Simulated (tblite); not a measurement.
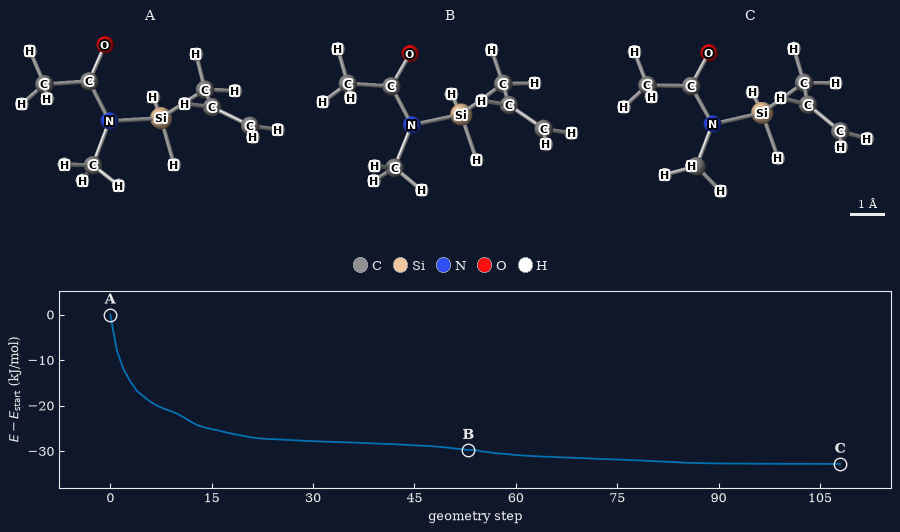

Frames of a relaxation of C₆H₁₃NOSi, marked on the history of the run. The picture is a ball-and-stick view, seen at a tilt.

The calculation used GFN2-xTB geometry optimisation, gas phase in tblite. 

Question: What happens along the run?

Answer: After 108 geometry steps the energy has fallen by 32.8 kJ/mol. An H atom moves most after the best rigid fit: 1.01 Å. By element the largest moves are H 1.01 Å, O 0.45 Å, C 0.35 Å, Si 0.16 Å, N 0.13 Å. Some distances before and after: O–Si 2.946 → 2.503 Å, C–N 1.383 → 1.339 Å, C–C 1.353 → 1.322 Å, C–Si 1.881 → 1.909 Å. Bond angles that change, for instance: Si–N–C 115.9° → 128.1°, Si–N–C 116.5° → 108.0°, N–C–O 124.8° → 116.4°. Groups turn about C–N by about 45°. The run took 1 s on 1 thread of Arm Neoverse V1, with other jobs on the host. From step 0 to 53: O and H atoms move most (0.45 Å), energy −29.7 kJ/mol. From step 53 to 108: an H atom moves most (0.57 Å), energy −3.06 kJ/mol.
